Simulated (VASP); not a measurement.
Band structure of Be (hcp). All values below come from PBE GGA with D4 dispersion, VASP's PBE PAW potentials (set 64) (plane waves; VASP).

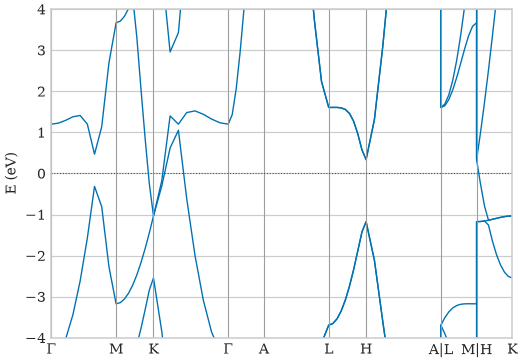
Figure: Bands along high-symmetry lines, zero at the valence-band maximum or, without a gap, the Fermi level

### Question
Read the plot: is there a gap, and where are the band edges?

### Answer
It has no gap at this level: it comes out as a metal or semimetal. (Edges off the drawn lines would not show.)

The compound is Be in the hcp structure. It was relaxed first.
